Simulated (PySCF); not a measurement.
# [Hg(NH3)]2+: other functionals and bases at one geometry

How far do other levels of theory move the description of [Hg(NH3)]2+, and what does each cost? The structure is generated, not taken from experiment.

The runs use PySCF 2.14.0; several levels, as the steps say, no spin–orbit coupling.

1 further run of the same task is left out (for a known fault of the program).

## Step 1: The starting structure

5 atoms, charge 2, spin multiplicity 1.

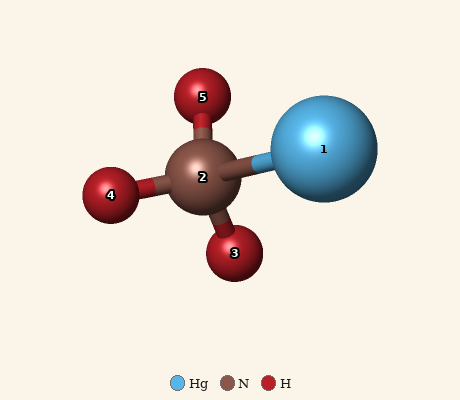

The structure; mercury blue, nitrogen brown, hydrogen red; atoms are numbered from 1 in the order of the file.

As a file:

| atom | x (Å) | y (Å) | z (Å) |
| --- | --- | --- | --- |
| Hg1 | 0.00000 | 0.00000 | -0.15695 |
| N2 | 0.00000 | 0.00000 | 1.97483 |
| H3 | 0.97310 | 0.00004 | 2.33484 |
| H4 | -0.48658 | 0.84271 | 2.33484 |
| H5 | -0.48652 | -0.84275 | 2.33484 |

Formal oxidation states: Hg +2. An earlier session relaxed this geometry at PBE0, Hg def2-SVP with ECP60, N def2-SVP, H def2-SVP (singlet, point group C3v).

At PBE0 on the finer grid: E = -209.111317 Eh, HOMO -23.65 eV, LUMO -17.20 eV, Mulliken charge on Hg1 +1.36 e, largest force component 0.003 eV/Å. 

Levels to run: wB97X; PBE; PBE0, TZVP. Hardware: 2 threads of Intel Xeon Platinum 8259CL at 2.50GHz (Skylake/Cascade Lake), shared host.

## Step 2: wB97X

Contents of run.py (the lines that set the calculation):

```python
mol = gto.M(atom='''
Hg     0.00000     0.00000    -0.15695
N      0.00000     0.00000     1.97483
H      0.97310     0.00004     2.33484
H     -0.48658     0.84271     2.33484
H     -0.48652    -0.84275     2.33484''',
    basis={'Hg': 'def2-SVP', 'N': 'def2-SVP', 'H': 'def2-SVP'},
    ecp={'Hg': 'def2-SVP'},
    charge=2, spin=0)
mf = dft.RKS(mol, xc='WB97X')
mf.grids.atom_grid = (75, 302)
mf = mf.density_fit()  # fitting sets: Hg def2-universal-JKFIT, N def2-universal-JKFIT, H def2-universal-JKFIT
mf.conv_tol = 1e-08; mf.max_cycle = 55
mf.kernel(dm0)  # dm0: the density of the relaxed state
```

Launch:

```
$ OMP_NUM_THREADS=2 python run.py
```

Log:

```text
init E= -209.196554377843
  HOMO = -0.954472762597732  LUMO = -0.545908654915975  gap/eV = 11.11760
cycle= 1 E= -209.197516464897  delta_E= -0.000962  |g|= 0.0184  |ddm|= 0.107
  HOMO = -0.950704142367872  LUMO = -0.544568039511081  gap/eV = 11.05153
cycle= 2 E= -209.197579521347  delta_E= -6.31e-05  |g|= 0.0143  |ddm|= 0.0238
  HOMO = -0.953071534767599  LUMO = -0.545300658855082  gap/eV = 11.09601
cycle= 3 E= -209.197628376379  delta_E= -4.89e-05  |g|= 0.00389  |ddm|= 0.0174
  HOMO = -0.952893602531624  LUMO = -0.545281154251633  gap/eV = 11.09170
cycle= 4 E= -209.197634276103  delta_E= -5.9e-06  |g|= 0.0007  |ddm|= 0.00678
  HOMO = -0.952771425262172  LUMO = -0.54518948337944  gap/eV = 11.09087
cycle= 5 E= -209.197634519822  delta_E= -2.44e-07  |g|= 0.000204  |ddm|= 0.00183
  HOMO = -0.952771082964954  LUMO = -0.545206454990842  gap/eV = 11.09040
cycle= 6 E= -209.197634560862  delta_E= -4.1e-08  |g|= 5.09e-05  |ddm|= 0.000783
  HOMO = -0.952765799380062  LUMO = -0.545206628451602  gap/eV = 11.09025
cycle= 7 E= -209.197634563595  delta_E= -2.73e-09  |g|= 1.74e-05  |ddm|= 0.000223
  HOMO = -0.952764727686528  LUMO = -0.545204971051813  gap/eV = 11.09027
Extra cycle  E= -209.197634563751  delta_E= -1.56e-10  |g|= 8.44e-06  |ddm|= 3.82e-05
converged SCF energy = -209.197634563751
```

Wall time 3 s (2 threads of Intel Xeon Platinum 8259CL at 2.50GHz (Skylake/Cascade Lake), shared host).

It gives: E = -209.197635 Eh, HOMO -25.93 eV, LUMO -14.84 eV, Mulliken charge on Hg1 +1.39 e, largest force component 0.188 eV/Å. 

## Step 3: PBE

run.py (the lines that set the calculation), as its differences from that of step 2:

```diff
@@ -9,3 +9,3 @@
     charge=2, spin=0)
-mf = dft.RKS(mol, xc='WB97X')
+mf = dft.RKS(mol, xc='PBE')
 mf.grids.atom_grid = (75, 302)
```

Launch:

```
$ OMP_NUM_THREADS=2 python run.py
```

Log:

```text
init E= -209.137279049827
  HOMO = -0.820873836299608  LUMO = -0.67105659311326  gap/eV = 4.07673
cycle= 1 E= -209.138548892916  delta_E= -0.00127  |g|= 0.06  |ddm|= 0.372
  HOMO = -0.834988690053239  LUMO = -0.676879297757466  gap/eV = 4.30238
cycle= 2 E= -209.132326793177  delta_E= 0.00622  |g|= 0.168  |ddm|= 0.376
  HOMO = -0.827913802201328  LUMO = -0.674126450656354  gap/eV = 4.18477
cycle= 3 E= -209.139677031348  delta_E= -0.00735  |g|= 0.0143  |ddm|= 0.236
  HOMO = -0.826585044775694  LUMO = -0.673749915824043  gap/eV = 4.15886
cycle= 4 E= -209.139723164798  delta_E= -4.61e-05  |g|= 0.00384  |ddm|= 0.017
  HOMO = -0.826590114681437  LUMO = -0.673825885014919  gap/eV = 4.15693
cycle= 5 E= -209.139728385221  delta_E= -5.22e-06  |g|= 0.000388  |ddm|= 0.00948
  HOMO = -0.826536738384934  LUMO = -0.673770109449684  gap/eV = 4.15699
cycle= 6 E= -209.139728432707  delta_E= -4.75e-08  |g|= 9.61e-05  |ddm|= 0.000759
  HOMO = -0.826540712194499  LUMO = -0.673777177937177  gap/eV = 4.15691
cycle= 7 E= -209.139728434415  delta_E= -1.71e-09  |g|= 1.33e-05  |ddm|= 8.66e-05
  HOMO = -0.826540640461616  LUMO = -0.673776355453935  gap/eV = 4.15693
Extra cycle  E= -209.139728434298  delta_E= 1.18e-10  |g|= 2.53e-05  |ddm|= 5.73e-05
converged SCF energy = -209.139728434298
```

Wall time 2.7 s (2 threads of Intel Xeon Platinum 8259CL at 2.50GHz (Skylake/Cascade Lake), shared host).

Read off: E = -209.139728 Eh, HOMO -22.49 eV, LUMO -18.33 eV, Mulliken charge on Hg1 +1.29 e, largest force component 0.415 eV/Å. 

## Step 4: PBE0, TZVP

Basis: Hg def2-TZVP with ECP60, N def2-TZVP, H def2-TZVP. 

Contents of run.py (the lines that set the calculation):

```python
mol = gto.M(atom='''
Hg     0.00000     0.00000    -0.15695
N      0.00000     0.00000     1.97483
H      0.97310     0.00004     2.33484
H     -0.48658     0.84271     2.33484
H     -0.48652    -0.84275     2.33484''',
    basis={'Hg': 'def2-TZVP', 'N': 'def2-TZVP', 'H': 'def2-TZVP'},
    ecp={'Hg': 'def2-TZVP'},
    charge=2, spin=0)
mf = dft.RKS(mol, xc='PBE0')
mf.grids.atom_grid = (75, 302)
mf = mf.density_fit()  # fitting sets: Hg def2-universal-JKFIT, N def2-universal-JKFIT, H def2-universal-JKFIT
mf.conv_tol = 1e-08; mf.max_cycle = 55
mf.kernel(dm0)  # dm0: free metal ions and neutral atoms
```

Launch:

```
$ OMP_NUM_THREADS=2 python run.py
```

Log:

```text
init E= -208.845525888575
  HOMO = -0.898587643184737  LUMO = -0.727081582375126  gap/eV = 4.66692
cycle= 1 E= -209.135917844402  delta_E= -0.29  |g|= 0.396  |ddm|= 2.13
  HOMO = -0.818392326063888  LUMO = -0.589635142169053  gap/eV = 6.22480
cycle= 2 E= -209.158286332844  delta_E= -0.0224  |g|= 0.364  |ddm|= 0.966
  HOMO = -0.859577374535458  LUMO = -0.625975736831764  gap/eV = 6.35662
cycle= 3 E= -209.18316369884  delta_E= -0.0249  |g|= 0.0775  |ddm|= 0.379
  HOMO = -0.867513092924824  LUMO = -0.630995780286939  gap/eV = 6.43596
cycle= 4 E= -209.183862676699  delta_E= -0.000699  |g|= 0.039  |ddm|= 0.0781
  HOMO = -0.864685217092781  LUMO = -0.630953166183982  gap/eV = 6.36017
cycle= 5 E= -209.184208628204  delta_E= -0.000346  |g|= 0.00685  |ddm|= 0.0479
  HOMO = -0.865454096091131  LUMO = -0.631075678114435  gap/eV = 6.37776
cycle= 6 E= -209.184218604242  delta_E= -9.98e-06  |g|= 0.000634  |ddm|= 0.00512
  HOMO = -0.865464417446736  LUMO = -0.630999503846665  gap/eV = 6.38012
cycle= 7 E= -209.184218696624  delta_E= -9.24e-08  |g|= 0.000205  |ddm|= 0.00083
  HOMO = -0.865469278165014  LUMO = -0.631014706517172  gap/eV = 6.37983
cycle= 8 E= -209.184218702636  delta_E= -6.01e-09  |g|= 4.45e-05  |ddm|= 0.000135
  HOMO = -0.865463297517859  LUMO = -0.631011444270468  gap/eV = 6.37976
Extra cycle  E= -209.184218702023  delta_E= 6.13e-10  |g|= 7.1e-05  |ddm|= 0.000125
converged SCF energy = -209.184218702023
```

It took 4.7 s on 2 threads of Intel Xeon Platinum 8259CL at 2.50GHz (Skylake/Cascade Lake), shared host.

It gives: E = -209.184219 Eh, HOMO -23.55 eV, LUMO -17.17 eV, Mulliken charge on Hg1 +1.37 e, largest force component 0.292 eV/Å. 

## Step 5: Results

| level | state | HOMO (eV) | gap (eV) | charge on Hg1 (e) | dipole (D) | largest force (eV/Å) | basis functions | time |
| --- | --- | --- | --- | --- | --- | --- | --- | --- |
| PBE0 (relaxed here) | singlet | -23.65 | 6.45 | 1.36 | 6.08 | 0.00 | 61 | 5.7 s |
| wB97X | singlet | -25.93 | 11.09 | 1.39 | 5.70 | 0.19 | 61 | 3 s |
| PBE | singlet | -22.49 | 4.16 | 1.29 | 6.57 | 0.41 | 61 | 2.7 s |
| PBE0, TZVP | singlet | -23.55 | 6.38 | 1.37 | 6.13 | 0.29 | 92 | 4.7 s |

Times are on 2 threads of Intel Xeon Platinum 8259CL at 2.50GHz (Skylake/Cascade Lake), shared host; the first row also made further properties. The dipole of a charged species depends on the origin, so these sizes hold for this origin alone.

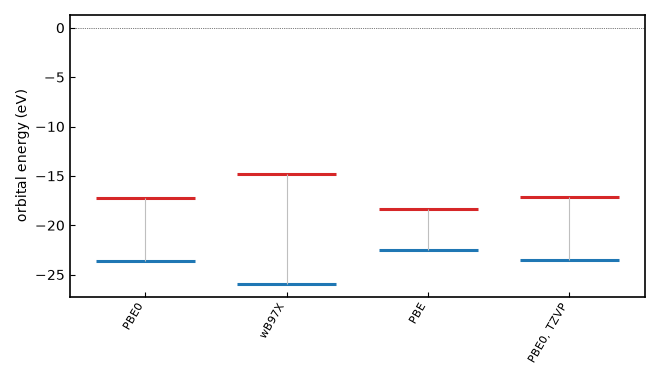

Highest filled and lowest empty level, method by method.

In one basis the HOMO–LUMO gap runs from 4.16 eV (PBE) to 11.09 eV (wB97X). The largest leftover force, 0.41 eV/Å with PBE, stands at a geometry relaxed at another level. The Mulliken charge on Hg spans +1.29 to +1.39 e over the levels. Total energies of different levels can't be compared. Spin–orbit coupling is left out throughout.
